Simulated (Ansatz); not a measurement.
# Grüneisen parameters and expansion of Mg3SiO (hypothetical, Pm-3m), part 2 of 4

Aim: how the vibrations of Mg3SiO (hypothetical) shift with volume, and the expansion that follows. The crystal structure is hypothetical: it was made by swapping elements on a known structure type.

Ansatz 0.2.0; DFT PBEsol, scalar-relativistic, plane waves, PAW.

So far. Step 2 (A first coarse run): The start is under 9.9 GPa at this level and looks like an insulator or semiconductor on this mesh.

## (5) A second relaxation

The relaxation is run once more from where the first one ended, as the script does after a large change of volume or of the gap, with mesh and occupations reviewed.

input.yaml reads:

```yaml
crystal:
  lattice:
    - [4.1885741001, 0.0, 0.0]
    - [0.0, 4.1885741001, 0.0]
    - [0.0, 0.0, 4.1885741001]
  atoms:
    - { symbol: Mg, position: [0.0, 0.5, 0.5] }
    - { symbol: Mg, position: [0.5, 0.0, 0.5] }
    - { symbol: Mg, position: [0.5, 0.5, 0.0] }
    - { symbol: Si, position: [0.0, 0.0, 0.0] }
    - { symbol: O, position: [0.5, 0.5, 0.5] }
kpoints:
  mp_grid: { grid: [8, 8, 8] }
hamiltonian:
  xc: pbesol
scf:
  occupations: { method: gaussian, width: 0.1 }
output:
  forces: true
  stress: true
  eigenvalues: true
  write_density: true
  write_potential: true
  elf: true
  volumetric_format: npy
relax:
  adjacent_minimum: "off"
  f_tol: 0.005
  max_steps: 80
  cell: { stress_tol: 0.05 }
```

Launch:

```bash
ansatz run input.yaml --threads 4 --pin off --max-ram 16384MiB --backend cpu --events-out ev --progress --plain --runs-dir out
```

Numbers of over 12 decimals in the logs are rounded to 6 here.

The log of the run:

```text
[...]
Crystal: 5 atoms, lattice volume = 73.485 Å³
Basis set: ecut = 420 eV, 1365 PW (Γ), exchange–correlation on 60×60×60 points (8 copies of the dense FFT grid, shifted against one another)
Bands: 25, of which v1, the nominal top of the filled ones, is band 20 counted from 1 (19 counted from 0)
Symmetry: 48 space group operations
[...]
k-points: 35 of 512
[...]
SCF iter   1: F=—  HF=-6921.172297 eV  |F-HF|=—  |Δ(HF+E_count)|=         —  Δρ=1.12e-2  dr2=1.05e-1  ethr=1.77e-3  ⟨swp⟩=5.5  Hψ=3915  notcnv=0
[...]
SCF iter   7: F=-6921.144354 eV  HF=-6921.144354 eV  |F-HF|=3.43e-9  |Δ(HF+E_count)|=   6.34e-9  Δρ=2.68e-6  dr2=4.71e-9  ethr=2.50e-10  ⟨swp⟩=11.9  Hψ=6180  notcnv=0
SCF 1 converged in 7 iterations: F = -6921.144354 eV  dr2 = 4.71e-9
[...]
relax step   1: F+E_penalty+E_count = -6921.14435378 eV  Δ(F+E_penalty+E_count) = +0.000e0 eV  max|allowed force component| = 1.965e-28 eV/Å  Δτ_max = 0.0000 Å  P = +0.039 GPa  Ω = 73.485 Å³  (7 SCF iters, dr2 threshold 1.00e-7 eV, accepted)
[...]
SCF iter   5: F=-6921.144354 eV  HF=-6921.144354 eV  |F-HF|=5.55e-11  |Δ(HF+E_count)|=  6.46e-11  Δρ=4.67e-7  dr2=4.41e-11  ethr=1.00e-12  ⟨swp⟩=6.1  Hψ=3610  notcnv=0
SCF 2 converged in 5 iterations: F = -6921.144354 eV  dr2 = 4.41e-11
[...]
relax step   2: F+E_penalty+E_count = -6921.14435378 eV  Δ(F+E_penalty+E_count) = -1.711e-9 eV  max|allowed force component| = 1.985e-28 eV/Å  Δτ_max = 0.0000 Å  P = +0.039 GPa  Ω = 73.485 Å³  stress off target by 3.86e-2 GPa  SCF on the basis re-selected at this cell (its energy is not comparable with the rows above)  (5 SCF iters)
[...]
SCF converged after 5 iterations
Free energy (F): -6921.144354 eV
[...]
Internal energy: -6921.142481 eV  (E = F + TS)
E sigma→0 (E₀):  -6921.143417 eV
Entropy (-TS):   -0.001873 eV (-0.375 meV/atom)
Fermi energy:    8.800435 eV
[...]
--- Stress (GPa, compression-positive) ---
        0.038585      -0.000000       0.000000
       -0.000000       0.038585       0.000000
        0.000000       0.000000       0.038585
  P = ⅓ Tr σ = 0.0386 GPa (0.386 kbar)
--- Band table (eV; the first three rows and the last of 35) ---
  k-point 0: bands = [... 16 lower, 2.4680, 8.3150, 8.3150, 8.3150, 9.3534, 9.3534, 10.6063, 14.4681, ... 1 higher]
  k-point 1: bands = [... 16 lower, 2.4884, 7.2153, 8.2865, 8.2865, 9.4654, 10.0447, 11.4364, 13.9736, ... 1 higher]
  k-point 2: bands = [... 16 lower, 2.5880, 5.8389, 8.2110, 8.2110, 9.7812, 10.7293, 13.2891, 13.2891, ... 1 higher]
  k-point 34: bands = [... 16 lower, 2.3322, 5.2885, 5.2885, 5.2885, 10.4942, 10.4942, 10.4942, 13.3163, ... 1 higher]
--- Relaxed structure (1 steps of the walk, 1 accepted, 1 SCFs on fresh bases) ---
[...]
cell:  # Å, volume = 73.4850 Å³
    - [4.1885741001, 0.0, 0.0]
    - [0.0, 4.1885741001, 0.0]
    - [0.0, 0.0, 4.1885741001]
  atoms:
    - { symbol: Mg, position: [0.0, 0.500000, 0.500000] }
    - { symbol: Mg, position: [0.500000, 0.0, 0.500000] }
    - { symbol: Mg, position: [0.500000, 0.500000, 0.0] }
    - { symbol: Si, position: [0.0, 0.0, 0.0] }
    - { symbol: O, position: [0.500000, 0.500000, 0.500000] }
```

Elapsed: 2.4 s, on 4 threads of Arm Neoverse V1, shared host; peak memory 0.39 GiB; 8.4 s of CPU time.

Little changed from the start: no atom moved by 0.005 Å and no cell edge by 0.1 %.

Numbers from this step:

```yaml
pressure: 0.03858 GPa
```

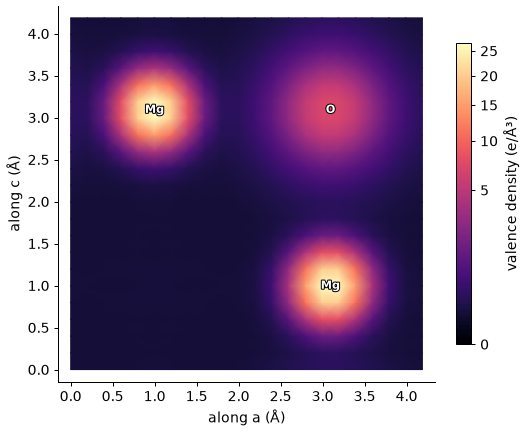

Valence density in the ac plane at fractional y = 0.500, with atoms of Mg and O within 0.2 Å of it. It is the smooth field of the valence electrons, not physical close to the nuclei. The map starts off the cell's origin, so that atoms lie inside it. The colour scale is stretched toward low values.

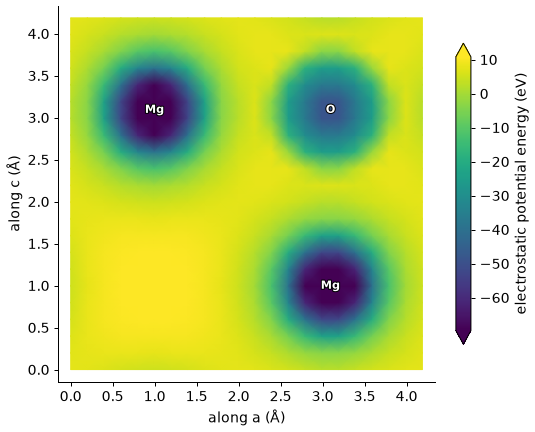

Electrostatic potential energy in the ac plane at fractional y = 0.500, with atoms of Mg and O within 0.2 Å of it. With pseudopotentials it is smooth inside the atoms' cores, unlike the true potential. The map starts off the cell's origin, so that atoms lie inside it.

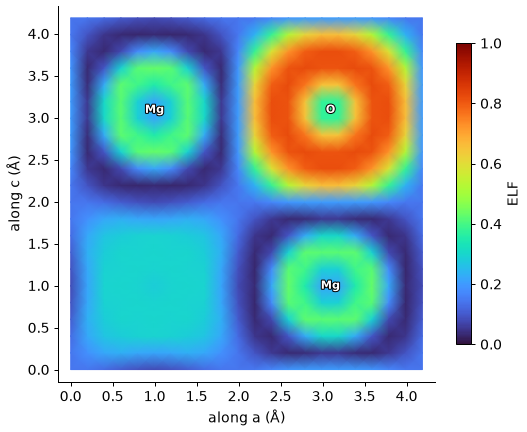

ELF in the ac plane at fractional y = 0.500, with atoms of Mg and O within 0.2 Å of it. It is the smooth field of the valence electrons, not physical close to the nuclei. The map starts off the cell's origin, so that atoms lie inside it.

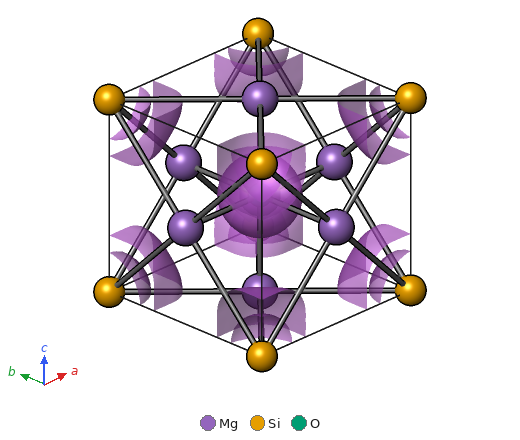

Surface of ELF = 0.74.

## (6) Relaxing to small residual forces and stress

The relaxation is repeated with tighter thresholds on force and stress, since phonons are sensitive to what is left; a change of mesh or smearing in the input moves the cell too.

input.yaml, the sections that differ from step 5:

```yaml
scf:
  occupations: { method: methfessel_paxton, width: 0.2 }
output:
  forces: true
  stress: true
  eigenvalues: true
relax:
  adjacent_minimum: "off"
  f_tol: 0.001
  max_steps: 60
  cell: { stress_tol: 0.01 }
# crystal, kpoints, hamiltonian: as in step 5
```

The log of the run:

```text
[...]
Crystal: 5 atoms, lattice volume = 73.485 Å³
Basis set: ecut = 420 eV, 1365 PW (Γ), exchange–correlation on 60×60×60 points (8 copies of the dense FFT grid, shifted against one another)
Bands: 25, of which v1, the nominal top of the filled ones, is band 20 counted from 1 (19 counted from 0)
Symmetry: 48 space group operations
[...]
k-points: 35 of 512
[...]
--- Relaxed structure (3 steps of the walk, 3 accepted, 1 SCFs on fresh bases) ---
[...]
cell:  # Å, volume = 73.5130 Å³
    - [4.189105, 0, 0.0]
    - [0, 4.189105, 0]
    - [0.0, 0, 4.189105]
  atoms:
    - { symbol: Mg, position: [0, 0.5, 0.5] }
    - { symbol: Mg, position: [0.5, 0, 0.5] }
    - { symbol: Mg, position: [0.5, 0.5, 0] }
    - { symbol: Si, position: [0, 0, 0] }
    - { symbol: O, position: [0.5, 0.5, 0.5] }
[key lines of the parts left out:]
SCF converged after 7 iterations
Free energy (F): -6921.143205 eV
Fermi energy:    8.798782 eV
P = ⅓ Tr σ = 0.0008 GPa (0.008 kbar)
```

The job ended after 4 s (4 threads; peak memory 0.4 GiB).

Little changed from the start: no atom moved by 0.005 Å and no cell edge by 0.1 %.

Numbers from this step:

- pressure: 8.28e-4 GPa

The residual pressure is 8.3e-4 GPa, small enough for phonons.

## (7) Lattice dynamics at this volume, V/V0 1

The same q-mesh and k-mesh are kept at every volume, so that much of their error can cancel in the differences.

input.yaml reads:

```yaml
crystal:
  lattice:
    - [4.1891053774, 0.0, 0.0]
    - [0.0, 4.1891053774, 0.0]
    - [0.0, 0.0, 4.1891053774]
  atoms:
    - { symbol: Mg, position: [0.0, 0.5, 0.5] }
    - { symbol: Mg, position: [0.5, 0.0, 0.5] }
    - { symbol: Mg, position: [0.5, 0.5, 0.0] }
    - { symbol: Si, position: [0.0, 0.0, 0.0] }
    - { symbol: O, position: [0.5, 0.5, 0.5] }
kpoints:
  mp_grid: { grid: [8, 8, 8] }
hamiltonian:
  xc: pbesol
scf:
  occupations: { method: methfessel_paxton, width: 0.2 }
output:
  eigenvalues: true
phonons:
  method: dfpt
  qmesh: [4, 4, 4]
  temperatures: { t_max: 1000, t_step: 50 }
  qpath:
    path:
      - [[0.0, 0.0, 0.0], [0.0, 0.5, 0.0], [0.5, 0.5, 0.0], [0.0, 0.0, 0.0], [0.5, 0.5, 0.5], [0.0, 0.5, 0.0]]
      - [[0.5, 0.5, 0.5], [0.5, 0.5, 0.0]]
    npoints: 10
```

The log of the run:

```text
[...]
Crystal: 5 atoms, lattice volume = 73.513 Å³
Basis set: ecut = 420 eV, 1419 PW (Γ), exchange–correlation on 60×60×60 points (8 copies of the dense FFT grid, shifted against one another)
Bands: 25, of which v1, the nominal top of the filled ones, is band 20 counted from 1 (19 counted from 0)
Symmetry: 48 space group operations
k-points: 35 of 512
[...]
SCF iter   1: F=—  HF=-6921.170971 eV  |F-HF|=—  |Δ(HF+E_count)|=         —  Δρ=1.13e-2  dr2=1.06e-1  ethr=1.77e-3  ⟨swp⟩=5.3  Hψ=3784  notcnv=0
[...]
SCF iter   9: F=-6921.143205 eV  HF=-6921.143205 eV  |F-HF|=1.82e-12  |Δ(HF+E_count)|=  9.73e-11  S|Δr|=    0.00e0  Δρ=9.92e-8  dr2=8.44e-12  ethr=1.00e-12  ⟨swp⟩=6.7  Hψ=4689  notcnv=0
SCF 1 converged in 9 iterations: F = -6921.143205 eV  dr2 = 8.44e-12
[...]
SCF iter   1: F=—  HF=-6921.143206 eV  |F-HF|=—  |Δ(HF+E_count)|=         —  Δρ=2.03e-7  dr2=3.25e-11  ethr=3.24e-8  ⟨swp⟩=3.9  Hψ=6369  notcnv=0
eigensolver tolerance schedule: the retry pair's looser diagonalisation over-reported the residual by 398351.93 of it (diagonalisation noise at an unbounded share of the residual, at the tolerance the schedule requests for it); recorded, not acted on — ethr = c·dr2/N_el stays at c = 1.0e-1
[...]
SCF iter   2: F=—  HF=-6921.143205 eV  |F-HF|=—  |Δ(HF+E_count)|=   1.10e-6  S|Δr|=    0.00e0  Δρ=1.27e-7  dr2=9.19e-12  ethr=1.00e-12  ⟨swp⟩=3.2  Hψ=3948  notcnv=0
SCF iter   3: F=-6921.143205 eV  HF=-6921.143205 eV  |F-HF|=1.82e-12  |Δ(HF+E_count)|=  1.82e-12  S|Δr|=    0.00e0  Δρ=6.02e-8  dr2=2.32e-12  ethr=1.00e-12  ⟨swp⟩=1.5  Hψ=2087  notcnv=0
SCF 2 converged in 3 iterations: F = -6921.143205 eV  dr2 = 2.32e-12
phonons: the bands overlap, so this run is a metal and interpolates without the dipole-dipole term. If the crystal is really an insulator or semiconductor, its LO-TO splitting is missing
NSCF: frozen V_eff on 35 k-points
WARN: eigensolver did not converge (k=31): 1 band(s) unlocked after 20 sweeps at ethr=1.03e-12 eV (storage-precision floor; scheduled 1.00e-12 eV) (lowest unlocked band 24, counted from 0; max residual 6.20e-5 eV among the unlocked bands, 6.20e-5 eV over every band; other slots of this pass that fall short are told together in one closing line; warning suppressed until the next SCF loop or pass starts)
[...]
DFPT response loops at q = (0, 0, 0) (fractional): preconditioner auto → Kerker (q_TF=auto, 2.465 Å⁻¹) (partly filled bands, converged f_vac=0.000); β = 1.00, the filter's whole step (`scf.mixing.beta` (0.50) is not read by the response loops under this deck's `scf.mixing.preconditioner`; to damp them name `kerker` or `kerker_dos`, under which they read `scf.mixing.beta`, and type it under 1.00, their step now; both keys bind the ground state too); Broyden in place of MSR1
[...]
SCF converged after 9 iterations
[...]
Free energy (F): -6921.143205 eV
[...]
Internal energy: -6921.143893 eV  (E = F + TS)
E sigma→0 (E₀):  -6921.143377 eV
Entropy (-TS):   0.000688 eV (0.138 meV/atom)
Fermi energy:    8.798781 eV
[...]
--- Band table (eV; the first three rows and the last of 35) ---
  k-point 0: bands = [... 16 lower, 2.4646, 8.3108, 8.3108, 8.3108, 9.3493, 9.3493, 10.5990, 14.4636, ... 1 higher]
  k-point 1: bands = [... 16 lower, 2.4854, 7.2114, 8.2826, 8.2826, 9.4614, 10.0398, 11.4299, 13.9688, ... 1 higher]
  k-point 2: bands = [... 16 lower, 2.5849, 5.8352, 8.2072, 8.2072, 9.7771, 10.7236, 13.2842, 13.2842, ... 1 higher]
  k-point 34: bands = [... 16 lower, 2.3289, 5.2856, 5.2856, 5.2856, 10.4891, 10.4891, 10.4891, 13.3096, ... 1 higher]
--- Phonons (Γ-DFPT): 4 representative perturbations + reference (Σ response iterations 13) ---
  ASR residual: 1.657e-4 → 0.000e0 eV/Å²; symmetrization residual: 2.710e-6 eV/Å²
  ASR residual per site (eV/Å²): 1.66e-4 1.66e-4 1.66e-4 5.12e-6 3.39e-5
  Γ frequencies (cm⁻¹): 0.00 0.00 0.00 171.66 171.66 171.66 203.03 203.03 203.03 303.37 303.37 303.37 436.09 436.09 436.09
--- Phonons (arbitrary-q DFPT): 10 irreducible q on the 4×4×4 mesh ---
  q = [0.0000, 0.0000, 0.0000] (star 1, of the zone-centre solve; hermiticity 5.27e-7, symmetrization 1.13e-12): -0.00 -0.00 0.00 171.66 171.66 171.66 203.03 203.03 203.03 303.37 303.37 303.37 436.09 436.09 436.09
  q = [0.0000, 0.0000, 0.2500] (star 6, 9 solved perturbations in 1560 linear systems a pass and spin channel, the states on 200 of 512 k-point pairs; hermiticity 7.71e-7, symmetrization 3.74e-13): 89.94 89.94 143.88 176.34 177.12 177.12 198.83 198.83 268.57 306.16 306.16 343.40 435.25 435.25 458.10
[...]
q = [0.0000, 0.2500, -0.5000] (star 12, 15 solved perturbations on 200 of 512 k-point pairs; hermiticity 8.79e-7, symmetrization 4.20e-14): 92.55 153.70 155.48 167.11 188.00 189.24 204.53 232.46 281.39 286.50 297.05 383.74 422.14 429.31 434.11
[...]
sum rule: each row above includes the acoustic sum rule's correction from the zone centre's row sums; it moved no ω² by more than (1.36 cm⁻¹)²
  mesh force constants: q→R imaginary residual 1.00e-18; ASR residual 1.657e-4 → 0.000e0 eV/Å²; symmetrization residual 1.066e-14 eV/Å²
  interpolated dispersion: 62 rows × 15 modes
  density of states and harmonic sums: on the 16×16×16 q-mesh, interpolated from the force constants of a 4×4×4 supercell (no non-analytic term)
  largest difference from the sums on the solved wave vectors: F 4.51e-2 eV, S 5.80e-5 and C_V 1.35e-5 eV/K
  zero-point energy: 0.239034 eV/cell   skipped modes (ω ≤ 0): 30, of them read as no rigid motion or as one in doubt: 27 (8.496e-2 modes/cell left out, lowest -45.94 cm⁻¹)   left out of the sums: 5.71e-3 of the cell's modes: C_V's classical limit lies that fraction below 3 k_B per atom; for a crystal, a wire or a layer, F and S can be off by more, and a phonons.interpolated_qmesh denser along its periods is the remedy for the sampling
```

Elapsed: 11 min, on 4 threads; peak memory 2.2 GiB.

This step gave:

```
lowest frequency on the path : -45.94 cm⁻¹
point group                  : m-3m
highest frequency            : 480.8 cm⁻¹
```

No LO-TO term. Phonon branches along the path, in cm⁻¹:

```
    point  branch 1  branch 2  branch 3  branch 4  branch 12  branch 13  branch 14  branch 15
        Γ         0         0         0       172        303        436        436        436
        X       133       133       177       177        367        435        435        467
        M       -46        88       177       177        379        379        424        450
        Γ         0         0         0       172        303        436        436        436
        R       -34       -34       -34       226        392        392        392        469
        X       133       133       177       177        367        435        435        467
jump to R       -34       -34       -34       226        392        392        392        469
        M       -46        88       177       177        379        379        424        450
```

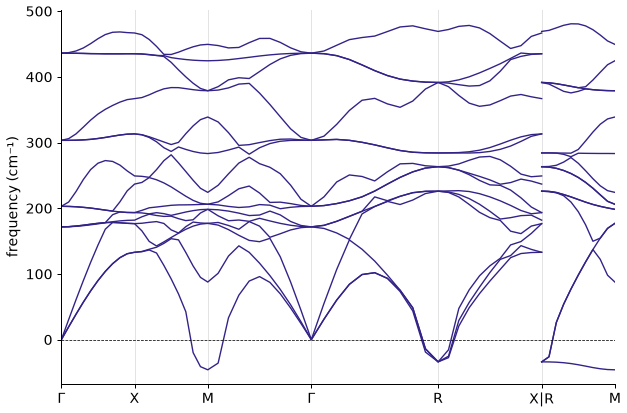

Phonon branches along the path.

The phonon density of states has structure finer than the step of the table below, so its rows give means over 25 cm⁻¹, whole bins alone (the curve runs from -47.5 to 482 cm⁻¹). Peaks (cm⁻¹: height): 147.5: 0.0416, 207.5: 0.0984, 267.5: 0.0464, 287.5: 0.0878, 302.5: 0.0923, 432.5: 0.0738, 457.5: 0.0570.

Tetrahedra on 16 16 16, mean over bins of 5 cm⁻¹. The phonon density of states by wavenumber; means over each step:

```
wavenumber (cm⁻¹)  phonon density of states (1/cm⁻¹/cell)
              -25                                 0.00196
                0                                 0.00183
               25                                 0.00286
               50                                 0.00732
               75                                  0.0147
              100                                  0.0295
              125                                  0.0334
              150                                  0.0305
              175                                  0.0470
              200                                  0.0838
              225                                  0.0539
              250                                  0.0263
              275                                  0.0406
              300                                  0.0640
              325                                 0.00361
              350                                 0.00880
              375                                  0.0337
              400                                  0.0302
              425                                  0.0454
              450                                  0.0286
```

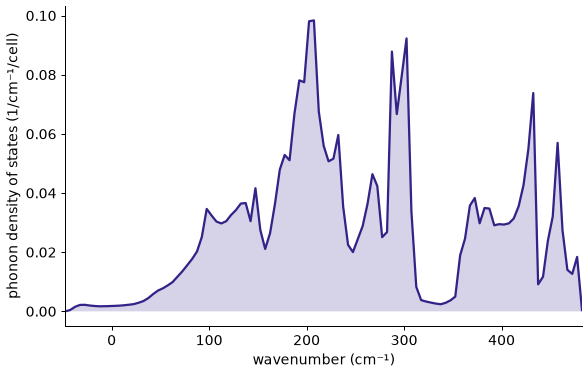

Phonon density of states against wavenumber.

The modes has structure finer than the step of the table below, so its rows give means over 25 cm⁻¹, whole bins alone (the curve runs from -50.2 to 505 cm⁻¹). Peaks (cm⁻¹: height): Mg 103.3: 0.0380, 131.2: 0.0390, 190.6: 0.0359, 228.9: 0.0304, 288.3: 0.0579, 431.3: 0.0233, 459.2: 0.0212; O 204.5: 0.00562, 302.2: 0.0163, 389.4: 0.0264, 431.3: 0.0335, 459.2: 0.0191; Si 204.5: 0.0583, 298.7: 0.00882.

Phonopy on the run's constants, 13x13x13 mesh, Gaussian sigma 4.0 cm⁻¹. Modes against wavenumber; means over each step; values in 1/cm⁻¹/cell:

```
wavenumber (cm⁻¹)       Mg        O       Si
              -25  0.00219        0        0
                0   6.2e-5   8.3e-6   1.2e-5
               25  0.00452   5.0e-5   8.8e-5
               50  0.00544   2.0e-4   3.5e-4
               75   0.0147   5.7e-4   9.7e-4
              100   0.0264  0.00134  0.00236
              125   0.0275  0.00152  0.00333
              150   0.0253  0.00135  0.00469
              175   0.0304  0.00167   0.0142
              200   0.0320  0.00431   0.0458
              225   0.0252  0.00182   0.0265
              250   0.0195  0.00246  0.00641
              275   0.0307  0.00582  0.00458
              300   0.0442   0.0114  0.00600
              325  0.00371   8.8e-4   1.6e-4
              350  0.00560  0.00366   3.4e-4
              375   0.0143   0.0171  0.00137
              400  0.00635   0.0227  0.00146
              425   0.0162   0.0264   6.2e-4
              450   0.0154   0.0129   5.7e-4
              475  0.00947  0.00369   1.6e-4
```

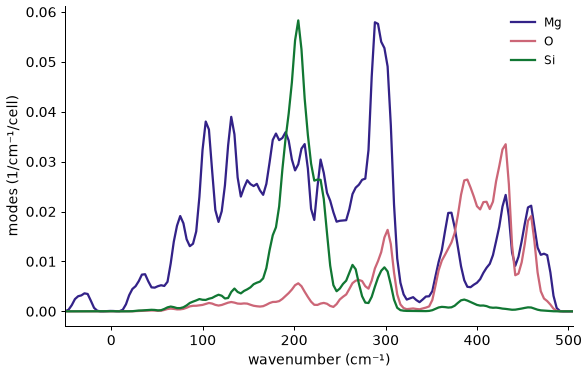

Modes, plotted against wavenumber.

No LO-TO term. Modes at Γ, with each element's share of the kinetic energy:

```
mode  frequency (cm⁻¹)  symmetry  Mg %  Si %  O %
   1               0.0       T1u    62    24   14
   2               0.0       T1u    62    24   14
   3               0.0       T1u    62    24   14
   4             171.7       T2u   100     0    0
   5             171.7       T2u   100     0    0
   6             171.7       T2u   100     0    0
   7             203.0       T1u    37    61    2
   8             203.0       T1u    37    61    2
   9             203.0       T1u    37    61    2
  10             303.4       T1u    55    13   31
  11             303.4       T1u    55    13   31
  12             303.4       T1u    55    13   31
  13             436.1       T1u    45     1   53
  14             436.1       T1u    45     1   53
  15             436.1       T1u    45     1   53
```

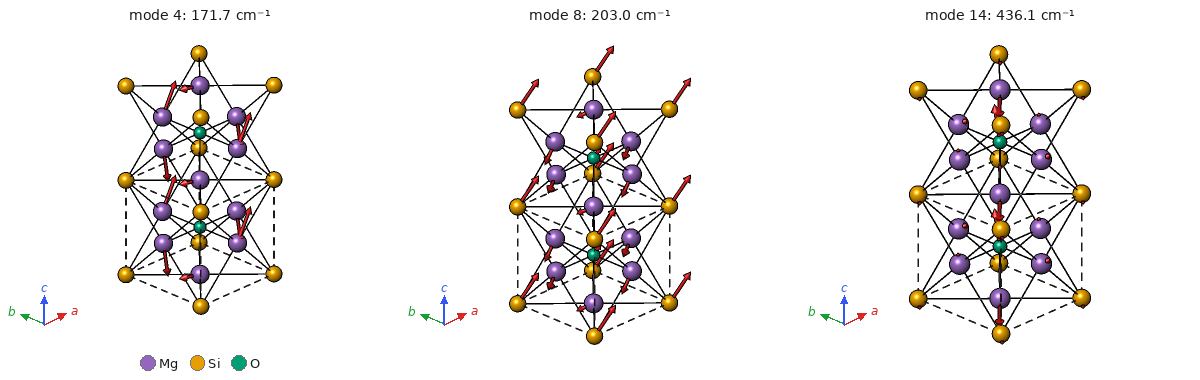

Displacement patterns of modes 4, 8 and 14 at Γ; arrows are exaggerated. 1×1×2 cells are drawn. Some periodic images of atoms are drawn too.

The lowest solved frequency is -45.9 cm⁻¹, so the cell is unstable here at these settings (gap near zero, smearing on, k-mesh not tested) and gives no valid free energy.

(Continued in part 3 of 4.)

[Logs are printed without paths, hosts, clocks, repeated set-up lines and the standing remarks that a program may print on its own settings, such as how far it seeks lower states.]

[Hosts, paths, dates, database ids (printed as entryN), source tags and the programs' standing remarks are cut or masked in the printed files.]

[A step with changed settings may run another functional than the one named; its input shows which.]

[Of the runs on displaced cells, only some may be shown.]
